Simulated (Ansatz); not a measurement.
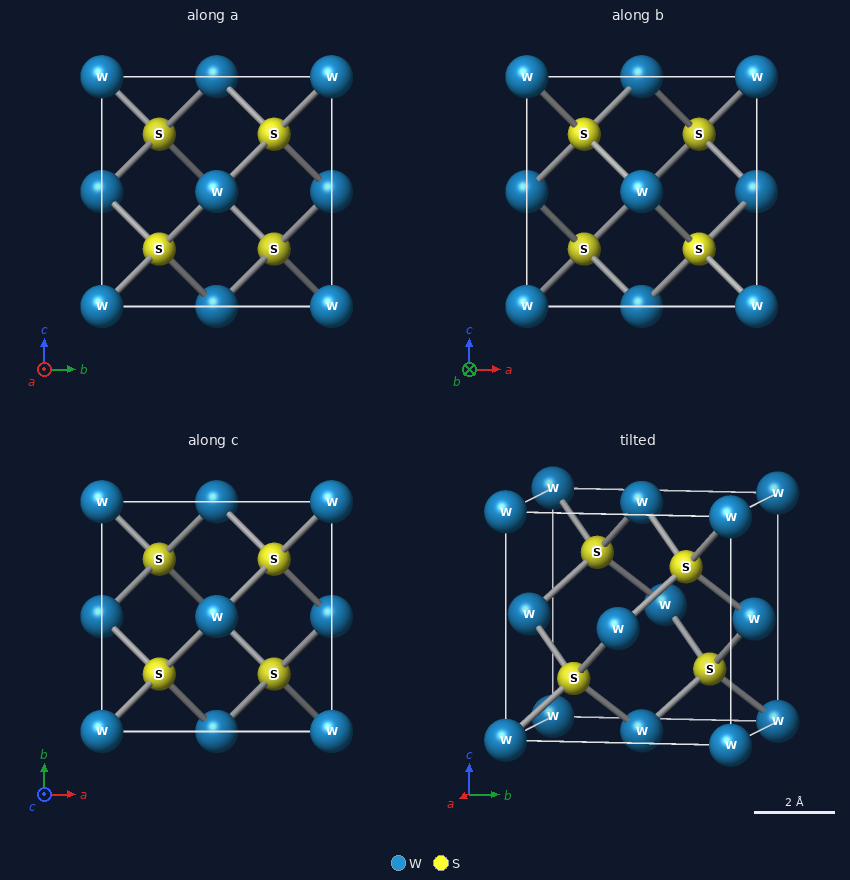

Ball-and-stick representation of a periodic structure, projected along the a axis, along the b axis, along the c axis and slightly off an axis. The conventional unit cell is drawn as a box.

Lattice parameters: a = 5.792 Å, b = 5.792 Å, c = 5.792 Å, α = 90.00°, β = 90.00°, γ = 90.00°. Put a along x and b in the xy plane.

> From the views, write a POSCAR file.

```
W S
1.0
     5.792    0.000    0.000
     0.000    5.792    0.000
     0.000    0.000    5.792
W S
4 4
Direct
  0.0000 0.0000 0.0000
  0.0000 0.5000 0.5000
  0.5000 0.0000 0.5000
  0.5000 0.5000 0.0000
  0.2500 0.2500 0.7500
  0.2500 0.7500 0.2500
  0.7500 0.2500 0.2500
  0.7500 0.7500 0.7500
```

The structure comes from a structure type filled with these elements by a generator (whether the compound takes this form wasn't checked). Relaxation method: Ansatz, DFT PBE+U, scalar-relativistic, plane waves, PAW.
